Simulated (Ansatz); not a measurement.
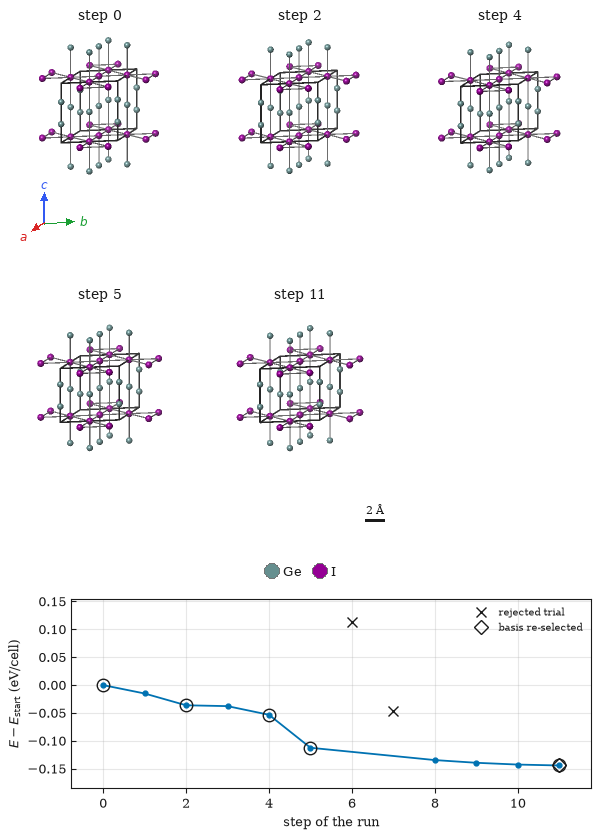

Frames of a relaxation of a crystal of Ge5I3 (a generated structure, set up in P6/mmm) (coarse preliminary run), marked on the history of the run. Style: ball-and-stick. Shown: the cell of the calculation, slightly off an axis.

Level of theory: DFT PBE, scalar-relativistic, plane waves, PAW (Ansatz). (plane-wave cutoff 420 eV; k-point mesh 3 × 3 × 4; occupations gaussian; smearing width 0.1 eV; no spin polarisation; cell and atoms relaxed; force threshold 0.04 eV/Å; at most 70 steps)

Q: What happens along the run?

A: Over 8 accepted moves (11 points after the start) the energy falls by 0.144 eV per cell of the calculation. The largest force component goes from 0.14 to 0.018 eV/Å. Pressure: −0.03 GPa at the start and 0.04 GPa at the end. The line search rejected the trial steps at points 6, 7 of the run. The SCF was repeated once at an unchanged geometry on a basis and grid sized afresh for the cell, which shifted the energy by 1.6 meV per cell of the calculation at most. The largest moves relative to the cell, 0.14 Å, are those of Ge atoms. I stays in place. The drawn cell changes as follows: a = b 6.259 → 6.624 Å (+5.8 %), c 6.638 → 5.977 Å (−10.0 %); the volume changes by +0.8 %. Near-neighbour distances that change, for instance: Ge–I 3.319 → 2.989 Å, I–I 3.129 → 3.312 Å, Ge–Ge 2.480 → 2.513 Å. The space group stays P6/mmm (No. 191). The run took 100 s on 1 thread of Intel(R) Xeon(R) Platinum 8488C (Sapphire Rapids) (shared host), peak memory 0.63 GiB. From step 0 to 2: Ge atoms move most (0.04 Å), volume −0.8 %, energy −36.2 meV per cell of the calculation. From step 2 to 4: Ge atoms move most (0.03 Å), volume −0.5 %, energy −17.1 meV per cell of the calculation. From step 4 to 5: Ge atoms move most (0.04 Å), volume −0.2 %, energy −59.1 meV per cell of the calculation. From step 5 to 11: Ge atoms move most (0.03 Å), volume +2.4 %, energy −31.8 meV per cell of the calculation.

```csv
step,"E − E(0), meV/atom","largest force component, eV/Å","pressure, GPa","volume, Å³/atom",note
0,0.00,0.1424,-0.03,28.150,
1,-1.88,0.0413,-0.01,28.017,
2,-4.52,0.0344,-0.09,27.922,
3,-4.71,0.0270,0.40,27.442,
4,-6.66,0.0023,0.14,27.778,
5,-14.05,0.2326,0.94,27.723,
6,14.20,0.6570,0.45,28.876,rejected
7,-5.87,0.6214,-1.46,29.305,rejected
8,-16.81,0.2338,0.56,28.077,
9,-17.41,0.1675,-0.15,28.448,
10,-17.81,0.0179,0.02,28.388,
11,-18.02,0.0178,0.04,28.388,"same geometry, new basis"
```
